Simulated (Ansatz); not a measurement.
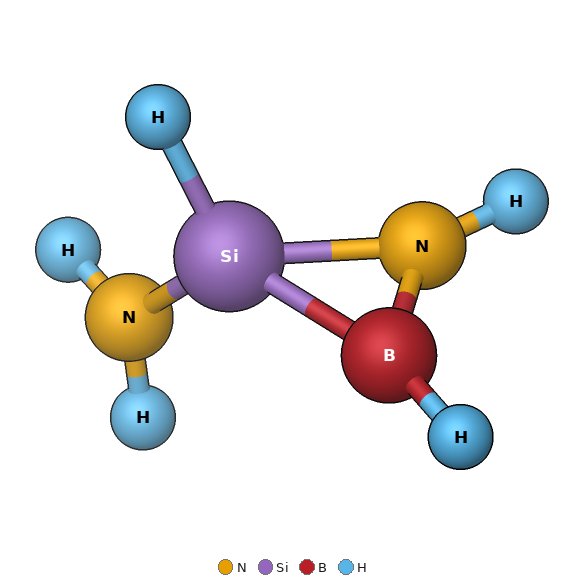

Give the formula.

BH₅N₂Si, 9 atoms: 1 boron, 5 hydrogen, 2 nitrogen and 1 silicon.

How many atoms are distinct by symmetry?

9: 1 N, 1 Si, 1 B, 1 N, 1 H, 1 H, 1 H, 1 H, 1 H.

Name functional groups in it.

Among them: Si–H bond, Si–N bond, B–H bond.

More results for the same structure follow; atom numbers are the same in all pictures, views and colours differ. The computed structure is the end point of a PBE0-D4/def2-TZVP optimisation.

## Electronic properties

Level of theory: RKS r2SCAN-D4/def2-TZVPP (Ansatz 0.2.0).

What does the calculation give?

- dipole moment: 2.07 D
- HOMO energy (Kohn–Sham orbital): −5.63 eV
- LUMO energy (Kohn–Sham orbital): −0.86 eV
- HOMO–LUMO gap: 4.77 eV
- dispersion correction: −3.7 kJ/mol

## Thermal motion

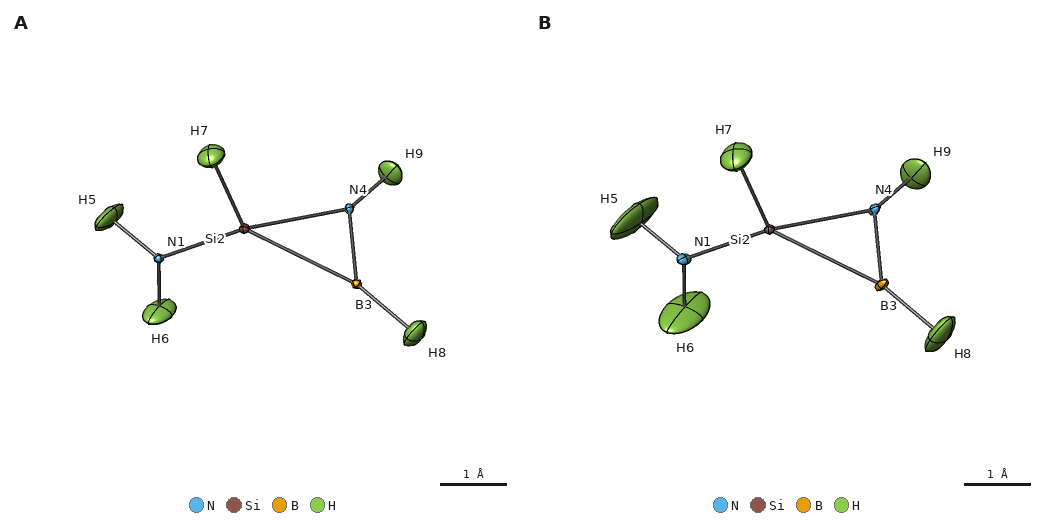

Displacement ellipsoids at the 50 % level, from the internal vibrations of the free molecule (harmonic, no overall translation or rotation; no half-axis is drawn under 0.075 Å). Vibrations computed with RKS PBE0-D4/def2-TZVP (Ansatz 0.2.0). One panel is for 0 K (zero-point motion alone), the other for 600 K.

Which panel is for 600 K?

B.

How much does the mean-square displacement of H5 grow, and why?

U_eq goes from 0.0270 to 0.0755 Å², a factor of 2.8. Modes below kT (417 cm⁻¹ at 600 K) grow about in proportion to T, and the lowest lies at 225 cm⁻¹; the mean-square amplitude of a mode is its zero-point value times coth(ħω/2kT), which comes close to 1 only above about 3kT.

## Charges

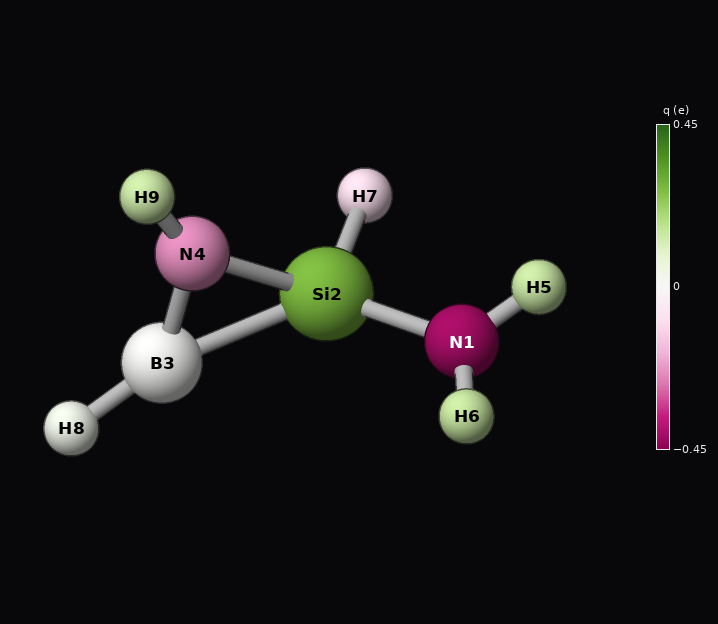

Atoms are coloured by their Mulliken charges. Level of theory: RKS B3LYP-D4/def2-TZVPP (Ansatz 0.2.0).

Which atom carries the highest charge (most positive or least negative)?

Si2 (0.27 e).

And the lowest?

N1 (−0.40 e).

List the Mulliken charges.

```csv
atom,value (e)
N1,−0.40
Si2,0.27
B3,0.01
N4,−0.23
H5,0.14
H6,0.14
H7,−0.09
H8,0.03
H9,0.13
```

Mulliken values depend strongly on the basis set and can even reverse the polarity of a bond.
